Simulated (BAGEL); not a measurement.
# CH3NS (thioformamide) at B3LYP/6-31G(d) (density fitting with cc-pvqz-jkfit, spherical functions)

What is the energy change on altering one bond length of CH3NS (thioformamide) at B3LYP/6-31G* (density fitting with cc-pvqz-jkfit, spherical functions)? 

Program for the calculation: BAGEL 1.2.2.

4 further runs of the same task are left out: 4 set aside as unsound or not needed.

### 1 The molecule

The species is CH3NS (6 atoms), meant as a singlet with charge 0. As SMILES, `NC=S`. The shape is that of a PBE0-D4/def2-TZVP optimisation. This is one conformer, not always the lowest.

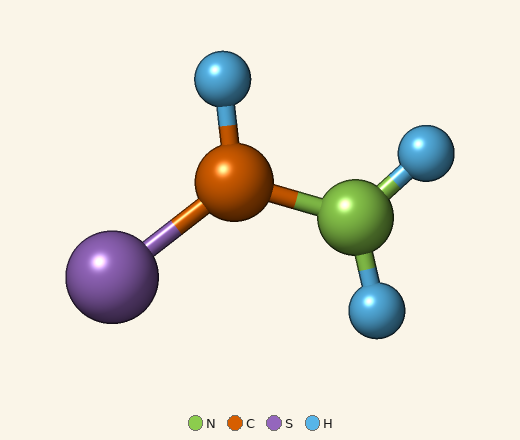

Viewed from a chosen angle; nitrogen green, carbon orange, sulfur purple, hydrogen blue.

### 2 A single-point energy at B3LYP/6-31G(d) (density fitting with cc-pvqz-jkfit, spherical functions)

Contents of input.json:

```json
{ "bagel" : [

{
  "title" : "molecule",
  "basis" : "6-31gs.json",
  "df_basis" : "cc-pvqz-jkfit",
  "angstrom" : true,
  "geometry" : [
    { "atom" : "N", "xyz" : [   -0.636300,   -0.048520,   -0.353380 ] },
    { "atom" : "C", "xyz" : [    0.513110,    0.141070,    0.297200 ] },
    { "atom" : "S", "xyz" : [    1.569440,   -1.020450,    0.735440 ] },
    { "atom" : "H", "xyz" : [   -0.905950,   -0.983900,   -0.612500 ] },
    { "atom" : "H", "xyz" : [   -1.239950,    0.718840,   -0.591650 ] },
    { "atom" : "H", "xyz" : [    0.699650,    1.192950,    0.524900 ] }
  ]
},
{ "title" : "ks", "xc_func" : "b3lyp" },
{ "title" : "print", "file" : "orbitals.molden", "orbitals" : true }

]}
```

The basis set 6-31G* is read from a file made from the Basis Set Exchange's data (not shown).

The run is started by

```bash
$ BAGEL_NUM_THREADS=1 BAGEL input.json > input.out
```

The log of the run:

```text
* using 1 threads per process

  ===============================================================
  ===============================================================

  *** Geometry ***

  { "atom" : "N", "xyz" : [     -1.202433,     -0.091690,     -0.667791 ] },
  { "atom" : "C", "xyz" : [      0.969637,      0.266584,      0.561627 ] },
  { "atom" : "S", "xyz" : [      2.965812,     -1.928371,      1.389780 ] },
  { "atom" : "H", "xyz" : [     -1.711997,     -1.859302,     -1.157457 ] },
  { "atom" : "H", "xyz" : [     -2.343166,      1.358411,     -1.118056 ] },
  { "atom" : "H", "xyz" : [      1.322147,      2.254349,      0.991917 ] },

  Number of auxiliary basis functions:      513

  Since a DF basis is specified, we compute 2- and 3-index integrals:
    o Being stored without compression. Storage requirement is 0.011 GB

  Number of basis functions:       52
  Number of electrons      :       32

    * METHOD: MOLECULE                             0.22

  *** Kohn-Sham DFT ***

    * Removing 9861 points whose weight is below 1.00e-10
    * Grid points: 79575

  === Nuclear Repulsion ===
    95.0918299023

       - DIIS with orbital gradients will be used.

  === KS iteration (b3lyp / 6-31gs.json) ===
      0       -474.48775447          0.17492860           0.17
      1       -465.10548151          0.20003993           0.14
      2       -457.59828355          0.24935493           0.13
      3       -486.23169247          0.17113753           0.13
      4       -492.21537904          0.04255349           0.13
      5       -491.79698715          0.05415563           0.12
      6       -492.76110881          0.01838694           0.12
      7       -492.83352568          0.00700200           0.13
      8       -492.84204892          0.00088527           0.12
      9       -492.84215960          0.00040243           0.12
     10       -492.84219753          0.00014927           0.12
     11       -492.84220685          0.00001564           0.13
     12       -492.84220692          0.00000871           0.13
     13       -492.84220693          0.00000758           0.12
     14       -492.84220694          0.00000080           0.12
     15       -492.84220694          0.00000012           0.13
     16       -492.84220694          0.00000005           0.12
     17       -492.84220694          0.00000001           0.13
    * SCF iteration converged.

    * Permanent dipole moment:
           (    1.464108,    -0.844899,     0.698986) a.u.

    * METHOD: KS                                   2.53

    * METHOD: PRINT                                0.00

  ===============================================================
```

Wall time 2.9 s (1 thread of Arm Neoverse V2, shared host); peak memory 0.23 GiB.

### 3 The distorted shape

Contents of job.json:

```json
{ "bagel" : [

{
  "title" : "molecule",
  "basis" : "6-31gs.json",
  "df_basis" : "cc-pvqz-jkfit",
  "angstrom" : "true",
  "geometry" : [
    { "atom" : "N", "xyz" : [      -1.210969,      -0.143309,      -0.678650 ] },
    { "atom" : "C", "xyz" : [       0.513110,       0.141070,       0.297200 ] },
    { "atom" : "S", "xyz" : [       1.569440,      -1.020450,       0.735440 ] },
    { "atom" : "H", "xyz" : [      -1.480619,      -1.078689,      -0.937770 ] },
    { "atom" : "H", "xyz" : [      -1.814619,       0.624051,      -0.916920 ] },
    { "atom" : "H", "xyz" : [       0.699650,       1.192950,       0.524900 ] }
  ]
},

{ "title" : "ks", "xc_func" : "b3lyp" },

{ "title" : "print", "file" : "orbitals.molden", "orbitals" : "true" }

]}
```

The basis set 6-31G* is read from a file made from the Basis Set Exchange's data (not shown).

The run is started by

```bash
$ BAGEL_NUM_THREADS=1 BAGEL job.json > job.out
```

The log of the run:

```text
* using 1 threads per process

  ===============================================================
  ===============================================================

  *** Geometry ***

  { "atom" : "N", "xyz" : [     -2.288400,     -0.270815,     -1.282463 ] },
  { "atom" : "C", "xyz" : [      0.969637,      0.266584,      0.561627 ] },
  { "atom" : "S", "xyz" : [      2.965812,     -1.928371,      1.389780 ] },
  { "atom" : "H", "xyz" : [     -2.797964,     -2.038427,     -1.772128 ] },
  { "atom" : "H", "xyz" : [     -3.429133,      1.179285,     -1.732728 ] },
  { "atom" : "H", "xyz" : [      1.322147,      2.254349,      0.991917 ] },

  Number of auxiliary basis functions:      513

  Since a DF basis is specified, we compute 2- and 3-index integrals:
    o Being stored without compression. Storage requirement is 0.011 GB

  Number of basis functions:       52
  Number of electrons      :       32

    * METHOD: MOLECULE                             0.21

  *** Kohn-Sham DFT ***

    * Removing 8768 points whose weight is below 1.00e-10
    * Grid points: 80668

  === Nuclear Repulsion ===
    83.3100661373

       - DIIS with orbital gradients will be used.

  === KS iteration (b3lyp / 6-31gs.json) ===
      0       -449.37163315          0.19431734           0.17
      1       -321.65016144          0.31575230           0.16
      2       -437.54712175          0.11527697           0.16
      3       -470.81410136          0.16478052           0.17
      4       -477.53322898          0.14158448           0.16
      5       -480.33823952          0.14835360           0.16
      6       -478.51591814          0.13671470           0.16
      7       -477.04509185          0.13652489           0.16
      8       -442.84761723          0.17730277           0.16
      9       -489.84145332          0.07848239           0.16
     10       -491.88163559          0.04814355           0.16
     11       -492.37955864          0.03665346           0.16
     12       -492.63451113          0.01737214           0.16
     13       -492.71022359          0.00611976           0.16
     14       -492.71710590          0.00215637           0.16
     15       -492.71825634          0.00015253           0.16
     16       -492.71826164          0.00005303           0.16
     17       -492.71826220          0.00002827           0.16
     18       -492.71826243          0.00000645           0.16
     19       -492.71826244          0.00000128           0.16
     20       -492.71826244          0.00000039           0.16
     21       -492.71826244          0.00000017           0.16
     22       -492.71826244          0.00000003           0.16
     23       -492.71826244          0.00000001           0.16
    * SCF iteration converged.

    * Permanent dipole moment:
           (    0.326045,    -0.503757,     0.118041) a.u.

    * METHOD: KS                                   4.10

    * METHOD: PRINT                                0.00

  ===============================================================
```

It took 4.5 s on 1 thread of Arm Neoverse V2, shared host; peak memory 0.23 GiB.

### 4 Summary of results

Level: B3LYP/6-31G* (density fitting with cc-pvqz-jkfit, spherical functions).

```
                                                         quantity          value
                                        first shape: total energy  -492.84221 Eh
                                       first shape: dipole moment         4.65 D
                                         first shape: HOMO energy       -5.79 eV
                                         first shape: LUMO energy       -0.85 eV
                                       first shape: HOMO–LUMO gap        4.93 eV
                                    distorted shape: total energy  -492.71826 Eh
                                   distorted shape: dipole moment         1.55 D
                                     distorted shape: HOMO energy       -6.07 eV
                                     distorted shape: LUMO energy       -2.44 eV
                                   distorted shape: HOMO–LUMO gap        3.63 eV
energy change with the N1–C2 bond stretched from 1.334 to 2.001 Å       3.373 eV
```

In words: With the N1–C2 bond stretched from 1.334 to 2.001 Å the energy rises by 3.37 eV (78 kcal/mol). The first shape isn't relaxed at this level, so the change isn't measured from a minimum. A restricted reference can't describe the breaking bond well at this length.
